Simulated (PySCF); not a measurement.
# C6H16O2Ti (TiEt2(OMe)2): what the fields show

```xyz
25

Ti   -0.0910   -0.1853    0.1806
C    -0.0716    0.2419    2.2116
C     0.1743    1.7123    2.5163
H     0.7151   -0.4082    2.6407
H    -1.0353   -0.1088    2.6254
H     0.2051    1.9245    3.6003
H     1.1340    2.0634    2.1012
H    -0.6137    2.3505    2.0849
C     1.7949    0.2710   -0.5458
C     1.9836   -0.0481   -2.0206
H     2.5023   -0.2926    0.0919
H     1.9423    1.3471   -0.3351
H     2.9959    0.1983   -2.3885
H     1.8206   -1.1191   -2.2252
H     1.2709    0.5125   -2.6479
O    -1.2356    0.9106   -0.5975
C    -2.2836    1.4841   -1.2908
H    -2.4792    0.9497   -2.2377
H    -2.0574    2.5365   -1.5361
H    -3.2118    1.4682   -0.6923
O    -0.3131   -1.9252   -0.0056
C    -0.7270   -3.2037   -0.3228
H     0.1308   -3.8267   -0.6325
H    -1.4585   -3.1978   -1.1509
H    -1.2019   -3.6917    0.5469
```

Geometry: PBE0-D3(BJ)/def2-SVP.

These are results of PBE0/def2-SVPD, SCF density, gas phase (PySCF), not measurements.

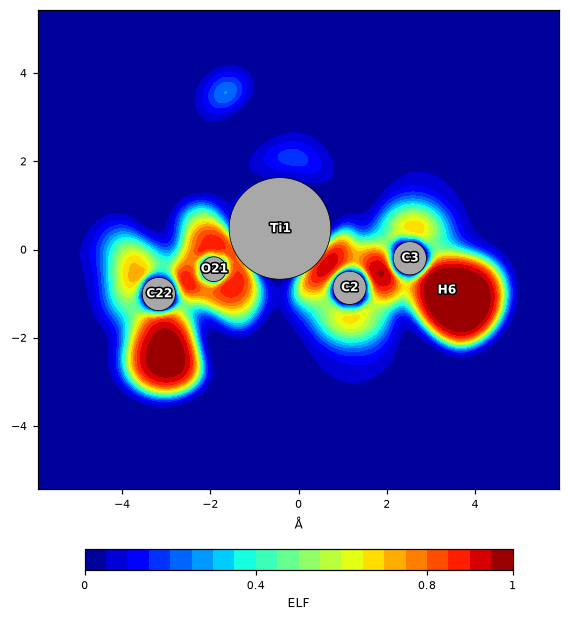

Figure 1. Electron localisation function on the plane of atoms C2, C3 and H6. Grey discs cover the atomic cores.

Read the bonding off the picture.

Answer. Atoms in the plane: Ti, C, H and O.
C–O (1.38 Å): the ELF peaks at about 0.90 between the atoms: a polar covalent bond.
C–C (1.52 Å): the ELF peaks at about 0.95 between the atoms: a shared electron pair.
Ti–O (1.76 Å): the ELF peaks at about 0.80 in the valence shell of O, 0.5 Å from its nucleus, and drops to about 0.15 between the two atoms.
C–Ti (2.08 Å): the ELF peaks at about 0.95 in the valence shell of C, 0.7 Å from its nucleus, and is about 0.60 at the midpoint.
C–H (1.11 Å): the ELF climbs to about 1 towards the hydrogen, as it does in any bond to H; an ordinary covalent bond to hydrogen.

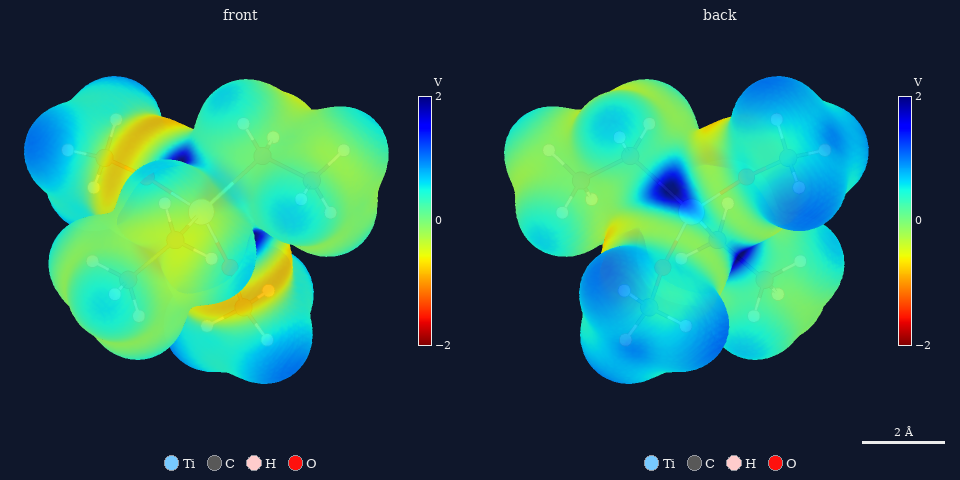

Figure 2. The electrostatic potential painted on the density surface at 0.004 e/bohr³, seen from the front and from behind; red is negative and blue positive.

Where is the surface potential most negative and most positive?

Answer. The most negative region (about −0.8 V) lies over O16 and O21, the most positive (about +1.9 V) over Ti1.
